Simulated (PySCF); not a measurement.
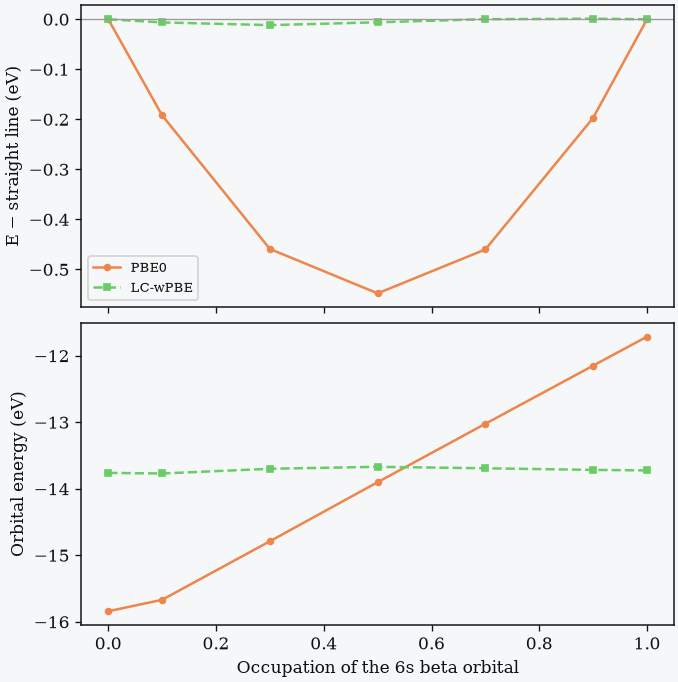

One 6s beta orbital of Lu⁺ ([Xe] 4f¹⁴ 6s²) is emptied in steps. The plot gives the energy less the straight line between the integer ends; the lower panel gives the orbital energy. PySCF, def2-TZVP with a 28-electron core potential, unrestricted single determinants, no spin-orbit coupling.

What do the curves say about each method?

Answer. PBE0: convex (delocalisation error), largest departure −0.55 eV, removal energy 13.90 eV, orbital energy from −11.7 eV when full to −15.8 eV when empty; LC-wPBE: nearly straight, largest departure −0.012 eV, removal energy 13.71 eV, orbital energy from −13.7 eV when full to −13.8 eV when empty. The NIST semi-empirical removal energy is 14.13 eV. The exact energy is a straight line between whole electron numbers.
